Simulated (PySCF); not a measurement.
## CH5Cl3N2Si2: a changed input and its effect

System: CH5Cl3N2Si2, SMILES ClC(Cl)(Cl)[SiH]1N[SiH2]N1.
Method of run A: GIAO PBE0/pcSseg-1 NMR shielding, non-relativistic, gas phase (PySCF 2.14.0).

The geometry comes from this level: GFN2-xTB. Text and figures count atoms from 1; the logs count them from 0 in places.

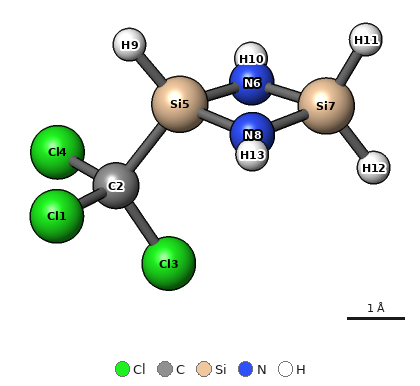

**Figure 1.** The input geometry (ball-and-stick view, seen at an oblique angle; atoms are numbered from 1 in the order of the input). Bond lengths as drawn: C–Cl 1.76 to 1.77 Å, C–Si 1.93 Å, H–N 1.00 Å, H–Si 1.45 to 1.46 Å and N–Si 1.73 to 1.75 Å.

**The input, run A**
```
{"job": {"kind": "nmr", "xc": "PBE0", "basis": "pcSseg-1"}, "charge": 0, "multiplicity": 1}
Cl     2.945280    -0.879559    -1.168317
C      2.013686     0.146154    -0.060060
Cl     2.080052    -0.557360     1.555753
Cl     2.772555     1.748485    -0.017696
Si     0.203401     0.314772    -0.709578
N     -0.867463     1.016055     0.448367
Si    -1.916336    -0.376405     0.608497
N     -0.740179    -1.109122    -0.461455
H      0.295597     0.892127    -2.042362
H     -0.933212     1.946397     0.813890
H     -3.209236    -0.180700    -0.033278
H     -1.942220    -0.949546     1.945422
H     -0.706314    -2.010811    -0.896910
```

The first line tells a small driver script what to run in PySCF; the rest is the geometry in Å.

Command:
```bash
OMP_NUM_THREADS=1 python <driver script> task.json out
```

Hardware: 1 CPU thread, shared host.

**Output (run A)**
```
coarse grid: 14432 points
cycle   1  E = -2109.1380237841  dE =  1.170e+00  |g| = 7.843e-01  |ddm| = 3.688e+00
cycle   2  E = -2108.8787933055  dE =  2.592e-01  |g| = 1.339e+00  |ddm| = 1.715e+00
cycle   3  E = -2109.2748804929  dE = -3.961e-01  |g| = 1.037e-01  |ddm| = 1.193e+00
cycle   4  E = -2109.2762923861  dE = -1.412e-03  |g| = 6.930e-02  |ddm| = 1.541e-01
cycle   5  E = -2109.2773945015  dE = -1.102e-03  |g| = 1.295e-02  |ddm| = 7.135e-02
cycle   6  E = -2109.2774311308  dE = -3.663e-05  |g| = 1.802e-03  |ddm| = 1.623e-02
cycle   7  E = -2109.2774317112  dE = -5.803e-07  |g| = 4.639e-04  |ddm| = 2.554e-03
final grid: 119144 points
cycle   8  E = -2109.3150871579  dE = -3.006e-05  |g| = 7.993e-03  |ddm| = 1.883e-02
cycle   9  E = -2109.3150743762  dE =  1.278e-05  |g| = 1.059e-02  |ddm| = 1.487e-02
cycle  10  E = -2109.3150982580  dE = -2.388e-05  |g| = 1.388e-03  |ddm| = 9.659e-03
cycle  11  E = -2109.3150985685  dE = -3.105e-07  |g| = 4.357e-04  |ddm| = 1.540e-03
cycle  12  E = -2109.3150986120  dE = -4.351e-08  |g| = 7.966e-05  |ddm| = 4.214e-04
cycle  13  E = -2109.3150986135  dE = -1.432e-09  |g| = 2.131e-05  |ddm| = 9.712e-05
cycle  14  E = -2109.3150986136  dE = -9.868e-11  |g| = 4.389e-06  |ddm| = 2.944e-05
converged SCF energy = -2109.3150986136

GIAO shielding tensors (ppm)
atom      isotropic    diamagn.    paramagn.     s11        s22        s33       span
  0 Cl     564.109    1145.245    -581.136    205.755    540.677    945.894    740.139
  1 C       75.478     248.731    -173.253     56.878     79.450     90.106     33.227
  2 Cl     561.192    1145.562    -584.370    206.468    531.949    945.158    738.689
  3 Cl     565.103    1145.265    -580.162    207.511    542.449    945.349    737.838
  4 Si     374.171     876.770    -502.599    339.738    372.461    410.314     70.576
  5 N      242.108     322.161     -80.053    202.626    238.290    285.407     82.781
  6 Si     367.891     878.805    -510.914    345.918    364.963    392.792     46.875
  7 N      242.095     322.117     -80.022    202.628    238.120    285.535     82.907
  8 H       26.288      27.047      -0.759     22.203     25.011     31.650      9.446
  9 H       31.352      31.076       0.277     23.339     26.503     44.214     20.875
 10 H       25.965      27.745      -1.780     22.431     23.197     32.266      9.835
 11 H       25.959      28.255      -2.297     22.160     23.736     31.980      9.820
 12 H       31.353      31.045       0.308     23.355     26.461     44.242     20.887
```

The input of run B differs as follows (lines with − go, lines with + come):
```diff
-"xc": "PBE0"
+"xc": "PBE"
+"pop": false
```

Predict how the results change.

The total energies belong to different methods, so their difference says nothing on which is more stable or more accurate. The HOMO goes from −7.38 to −5.92 eV. The LUMO goes from −0.58 to −1.54 eV. The dipole moment goes from 2.66 to 2.48 D. Of all shieldings, the largest change is that of Cl1 and Cl4, by −47.9 ppm. The functional changes from PBE0 to PBE. Exact exchange removes part of the self-interaction error of semilocal functionals, which pushes filled and empty levels apart. The SCF takes 15 iterations against 14.

**Output (run B)**
```
coarse grid: 14432 points
cycle   1  E = -2108.9437352495  dE =  1.052e+00  |g| = 8.652e-01  |ddm| = 3.769e+00
cycle   2  E = -2108.1355189676  dE =  8.082e-01  |g| = 2.025e+00  |ddm| = 3.213e+00
cycle   3  E = -2109.0931186415  dE = -9.576e-01  |g| = 2.015e-01  |ddm| = 2.826e+00
cycle   4  E = -2109.1003848445  dE = -7.266e-03  |g| = 1.323e-01  |ddm| = 3.854e-01
cycle   5  E = -2109.1037454788  dE = -3.361e-03  |g| = 6.277e-02  |ddm| = 1.716e-01
cycle   6  E = -2109.1046635968  dE = -9.181e-04  |g| = 8.573e-03  |ddm| = 6.969e-02
cycle   7  E = -2109.1046782068  dE = -1.461e-05  |g| = 3.567e-03  |ddm| = 1.336e-02
cycle   8  E = -2109.1046814843  dE = -3.278e-06  |g| = 7.320e-04  |ddm| = 5.675e-03
final grid: 119144 points
cycle   9  E = -2109.1540429928  dE = -2.537e-05  |g| = 1.296e-02  |ddm| = 2.504e-02
cycle  10  E = -2109.1539302266  dE =  1.128e-04  |g| = 2.540e-02  |ddm| = 3.309e-02
cycle  11  E = -2109.1540746284  dE = -1.444e-04  |g| = 2.762e-03  |ddm| = 2.480e-02
cycle  12  E = -2109.1540756118  dE = -9.834e-07  |g| = 1.437e-03  |ddm| = 3.560e-03
cycle  13  E = -2109.1540760927  dE = -4.809e-07  |g| = 1.338e-04  |ddm| = 1.305e-03
cycle  14  E = -2109.1540760973  dE = -4.589e-09  |g| = 3.089e-05  |ddm| = 2.196e-04
cycle  15  E = -2109.1540760975  dE = -2.156e-10  |g| = 5.439e-06  |ddm| = 4.437e-05
converged SCF energy = -2109.1540760975

GIAO shielding tensors (ppm)
atom      isotropic    diamagn.    paramagn.     s11        s22        s33       span
  0 Cl     516.185    1145.327    -629.142    147.407    495.545    905.602    758.194
  1 C       62.484     249.878    -187.395     43.359     65.807     78.285     34.926
  2 Cl     516.130    1145.695    -629.565    150.734    491.014    906.641    755.907
  3 Cl     517.179    1145.347    -628.168    149.240    497.383    904.915    755.675
  4 Si     360.612     877.994    -517.382    319.683    362.506    399.646     79.962
  5 N      235.197     320.170     -84.973    195.435    229.946    280.209     84.774
  6 Si     351.523     879.820    -528.298    328.470    343.297    382.801     54.331
  7 N      235.191     320.125     -84.934    195.457    229.765    280.352     84.895
  8 H       25.936      27.261      -1.325     22.002     24.652     31.153      9.151
  9 H       31.274      31.100       0.174     23.625     26.678     43.520     19.895
 10 H       25.512      27.758      -2.246     21.971     22.902     31.663      9.692
 11 H       25.532      28.326      -2.793     21.760     23.326     31.511      9.751
 12 H       31.274      31.068       0.206     23.640     26.635     43.547     19.907
```

**The two runs side by side**

| quantity | run A | run B |
| --- | --- | --- |
| outcome | converged | converged |
| total energy (hartree) | −2109.315099 | −2109.154076 |
| HOMO (eV) | −7.38 | −5.92 |
| LUMO (eV) | −0.58 | −1.54 |
| dipole moment (D) | 2.66 | 2.48 |
| shielding of Cl1 (ppm) | 564.1 | 516.2 |
| shielding of C2 (ppm) | 75.5 | 62.5 |
| shielding of Cl3 (ppm) | 561.2 | 516.1 |
| shielding of Cl4 (ppm) | 565.1 | 517.2 |
| shielding of Si5 (ppm) | 374.2 | 360.6 |
| shielding of N6 (ppm) | 242.1 | 235.2 |
| shielding of Si7 (ppm) | 367.9 | 351.5 |
| SCF iterations | 14 | 15 |
| basis functions | 196 | 196 |
| wall time (shared host) | 85 s | 85 s |
